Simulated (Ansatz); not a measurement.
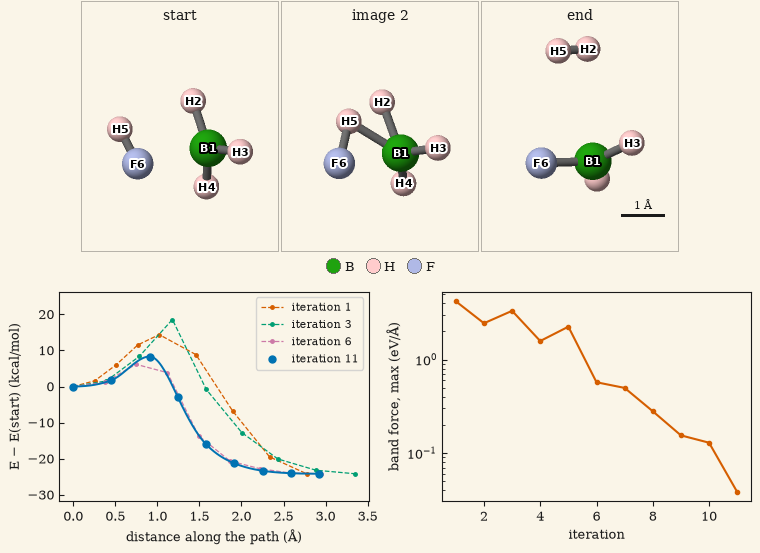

A search for the minimum-energy path of BH₄F by the nudged elastic band. Images are numbered from 0 (start) to 8 (end). The plot follows the band through its iterations. A ball-and-stick model, seen at a tilt.

Level of theory: RKS PBE0/cc-pVDZ in Ansatz 0.2.0. Set-up: 7 movable images; climbing image; force threshold 0.05 eV/Å; iteration limit 60; starting path through a guess of the saddle point.

**Did the band converge, and can the barrier be trusted?**

The result is final at these settings. The band converged in 11 iterations. The largest component of the band force went from 4.2 to 0.038 eV/Å. The climbing image converged on the top of the path. Its vibrational analysis gives one imaginary mode (1077i cm⁻¹), as a transition state must have. The first iteration put the highest image at 14.4 kcal/mol. Forward barrier 8.3 kcal/mol, backward barrier 32.5 kcal/mol, with image 2 at the top; the reaction energy is −24.2 kcal/mol.
